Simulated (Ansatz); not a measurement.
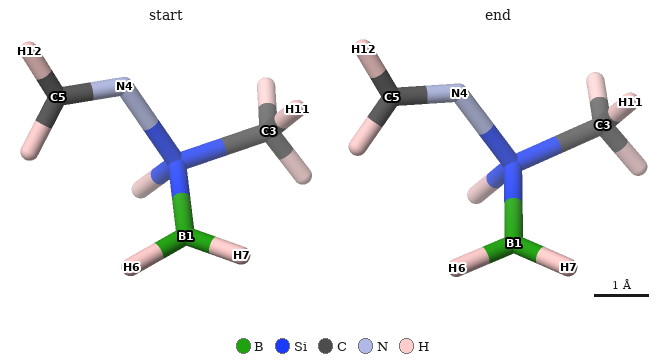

The structure of C$_{2}$H$_{8}$BNSi (coarse preliminary run) before (left) and after (right) a relaxation, at one scale.

The picture is a stick view, seen at a tilt.

The start comes from a force field.

Theory: Ansatz 0.2.0, RKS PBE-D4/def2-SVP. Settings: force threshold 0.03 eV/Å; at most 200 steps.

Summarise the run.

The atom that moves furthest after the best rigid fit is an H atom (0.30 Å). Largest moves by element: H 0.30 Å, B 0.18 Å, N 0.13 Å, C 0.13 Å, Si 0.08 Å. Among the contacts that change: B–Si 1.895 → 2.016 Å, H–Si 1.447 → 1.518 Å, N–Si 1.855 → 1.797 Å, B–H 1.171 → 1.218 Å. Among the angles between lasting bonds that change: B–Si–C 108.2° → 117.1°, Si–N–C 117.9° → 125.7°, H–C–H 120.2° → 114.5°. Over 7 geometry steps the energy falls by 37.4 kJ/mol. Largest force component: 2.4 eV/Å at the start, 0.025 eV/Å at the end.
